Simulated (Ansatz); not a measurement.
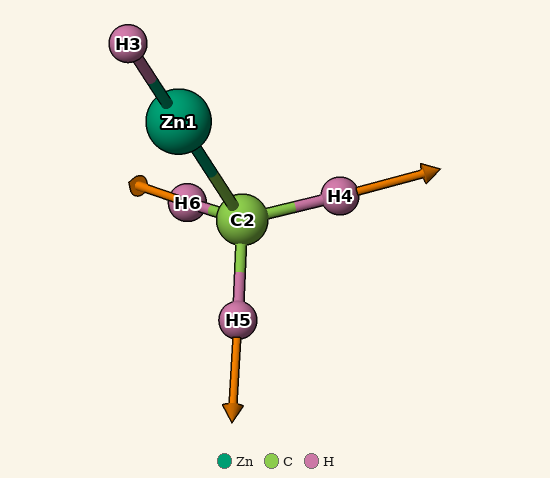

The arrows show one normal mode. Harmonic vibrations computed with RKS PBE0-D4/def2-TZVP (Ansatz 0.2.0) at a stationary point of the same level.

Q: What kind of motion is it?

A: Mostly in-phase stretching of 3 C–H bonds.

Q: At what wavenumber does it lie?

A: 3043 cm⁻¹; it is mode 10 of 12 counted from the lowest.
